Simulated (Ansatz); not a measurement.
Take SrTiO$_{3}$ in the cubic perovskite structure (space group Pm-3m, No. 221; a = 3.891 Å) as the base. Axes: x, y, z lie along the cube axes.

Structures relaxed with Kohn–Sham DFT with the PBEsol functional, run in Ansatz (a program for electronic structure) with PAW and 420 eV plane waves, no spin-orbit coupling.

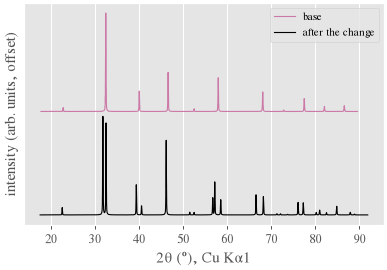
Simulated powder patterns before (top) and after one change

Which change produced these results?
(A) biaxial strain +0.50 %, plane normal [111], relaxed out of plane
(B) biaxial strain +1.00 %, plane normal [111], relaxed out of plane
(C) biaxial strain +2.00 %, plane normal [111], relaxed out of plane

C, biaxial strain +2.00 %, plane normal [111], relaxed out of plane. Its volume per atom is 12.11 Å³ against 11.78 Å³, and its space group is R-3m (No. 166).

Stability against distortions was not tested. The final runs are not spin-polarised. Many cubic perovskites are stable only at high temperature; tilts and polar distortions were not tested.
